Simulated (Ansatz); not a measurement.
# Response to strain in TiTe2

Consider TiTe₂ in the CdI2 type structure (space group P-3m1, No. 164; layered, stacked along the Cartesian z axis).

```
CELL_PARAMETERS angstrom
      3.61775     0.00000     0.00000
     -1.80888     3.13307     0.00000
      0.00000     0.00000     6.22483
ATOMIC_POSITIONS crystal
  Ti 0.00000 0.00000 0.00000
  Te 0.33333 0.66667 0.27789
  Te 0.66667 0.33333 0.72211
```

Strains are applied to the cell and any free atomic positions relax.

Calculations: plane-wave PAW DFT at the PBEsol-D3(BJ) level (Ansatz, a program for electronic structure, 420 eV), no spin-orbit coupling.

Notes on the quantities. pressure: mean of the normal stresses, compression positive.

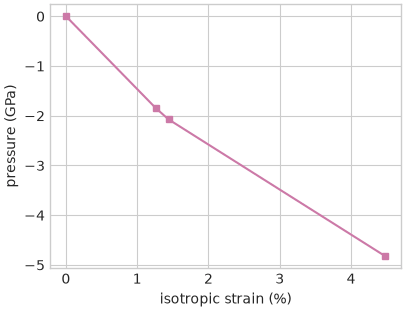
Figure: Pressure against isotropic strain

| isotropic strain (%) | pressure |
|---|---|
| 1.26 | -1.8 GPa |
| 1.44 | -2.1 GPa |
| 4.48 | -4.8 GPa |

No phonon test of stability was made. The final runs are not spin-polarised.
